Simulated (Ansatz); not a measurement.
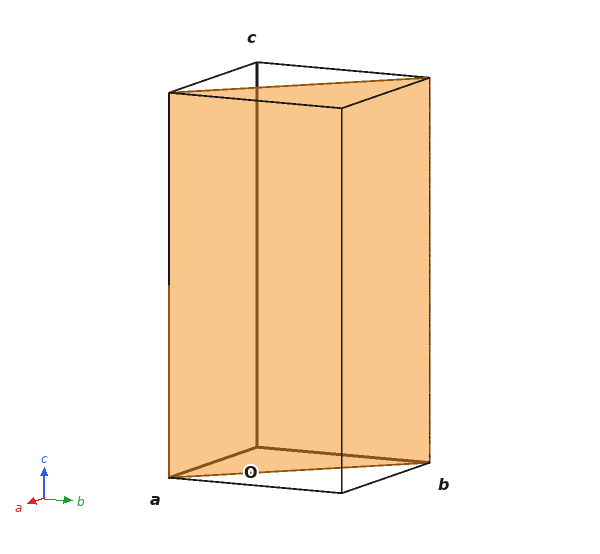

Crystal: Li2H, coordinates from a relaxation with Ansatz, DFT PBE, scalar-relativistic, plane waves, PAW; the starting structure was generated, so it need not be a known form of this composition. Every member of one family of equally spaced planes, hx + ky + lz = a whole number, that cuts the unit cell is shaded (one member passes through the origin O, touching the cell only at an edge or corner). The drawing is computed from the coordinates (standard cell, symmetry found to 0.002 Å).

a = 2.556 Å, b = 2.556 Å, c = 5.158 Å, α = 90.00°, β = 90.00°, γ = 90.00°.

What are the Miller indices?

(1 1 0); the opposite sign names the same planes. The member next to the origin meets the axes a at 1, b at 1, c never.

What is the spacing?

d = 1.807 Å.

The space group is No. 123, P4/mmm. How many reflections hkl are equivalent to this one (itself included), and does it occur?

4 reflections are equivalent in the Laue class 4/mmm. The space group allows the reflection.
